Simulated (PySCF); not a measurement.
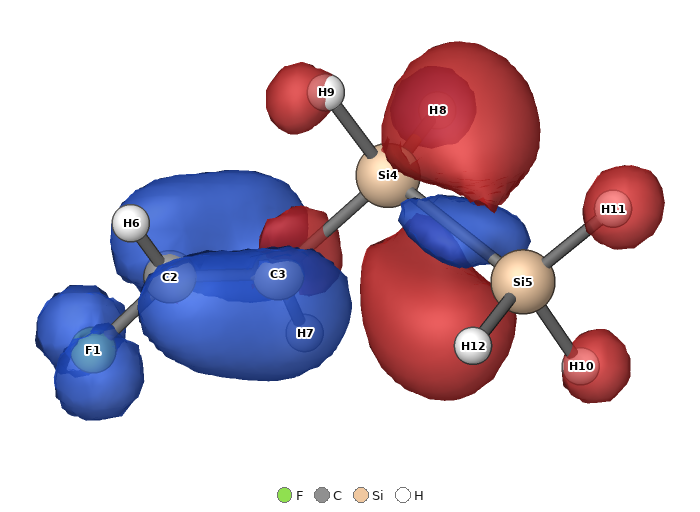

C2H7FSi2, SMILES `F/C=C/[SiH2][SiH3]`. Unrelaxed difference density of S₁ less the ground state (TDA singlet states), ±0.02 e/Å³; red: gain, blue: loss.

Computed with PySCF, B3LYP/def2-SVP, geometry: GFN2-xTB. No frequency check shows the geometry to be a minimum. Without diffuse functions Rydberg states are missing, so the states' numbers hold for this basis only.

The calculation's input:

```python
import numpy as np
from pyscf import gto, scf, dft, tdscf
from pyscf.scf import atom_ks, atom_hf
from scipy.linalg import block_diag

def solve(mol, dm0=None, hcore=None):
    mf = (dft.UKS if mol.spin else dft.RKS)(mol, xc='b3lyp')
    mf.grids.level = 3
    mf = mf.density_fit(auxbasis='def2-universal-jkfit')
    mf.conv_tol, mf.max_cycle = 1e-8, 80
    if hcore is not None:
        mf.get_hcore = lambda *args: hcore
    mf.kernel(dm0)
    if not mf.converged:
        mf = mf.newton().run(mf.mo_coeff, mf.mo_occ, max_cycle=30)
    assert mf.converged, 'SCF not converged'
    return mf

mol = gto.M(atom='''
F     -3.17977    -0.62972    -0.01590
C     -2.03871    -0.00238     0.33496
C     -1.01191     0.11533    -0.48180
Si     0.60807     0.94207    -0.00802
Si     2.30403    -0.63298     0.05642
H     -2.09359     0.37208     1.34653
H     -1.10886    -0.31439    -1.46975
H      0.83296     1.99288    -1.01157
H      0.38270     1.62746     1.27141
H      2.47027    -1.32623    -1.22442
H      3.59644    -0.01824     0.36934
H      2.07235    -1.67103     1.06500
''', basis='def2-svp', charge=0, spin=0, verbose=4)
mf = solve(mol)
td = mf.TDA()
td.nstates, td.singlet, td.conv_tol = 4, True, 1e-5
td.kernel()
td.analyze()
x, y = np.array([p[0] for p in td.xy]), np.array([p[1] + 0 * p[0] for p in td.xy])
f, mu = td.oscillator_strength(), td.transition_dipole()
nto = [td.get_nto(state=i + 1, verbose=4) for i in range(len(td.e))]
# spherically averaged free atoms, for the promolecule
atm = atom_ks.get_atm_nrks(mol, xc='b3lyp')
pro = block_diag(*[(atm[a[0]][2] * atm[a[0]][3]) @ atm[a[0]][2].T for a in mol._atom])
np.savez('result.npz', e=td.e, f=f, ok=td.converged, w=[n[0] for n in nto], nto=[n[1] for n in nto], x=x, y=y, c=mf.mo_coeff, occ=mf.mo_occ, eps=mf.mo_energy, pro=pro, mu=mu)
```

Command:

```sh
OMP_NUM_THREADS=1 python input.py
```

The run took 2.5 min on 1 thread of Intel(R) Xeon(R) Platinum 8259CL CPU @ 2.50GHz (Skylake/Cascade Lake), with other jobs on the host, peak memory 0.65 GiB.

Question: How does the charge move on excitation?

Answer: 0.72 e is displaced in all, of which about 0.5 e passes between atoms: C3 (0.21 e) and C2 (0.21 e) lose electrons and Si4 (0.22 e) and Si5 (0.16 e) gain them. The state: 6.46 eV (192 nm), f = 0.064; the leading pair carries 98 %; hole on C3 (30 %), C2 (26 %) and F1 (12 %), electron on Si4 (32 %), Si5 (26 %) and C3 (9 %); their centroids lie 1.9 Å apart.
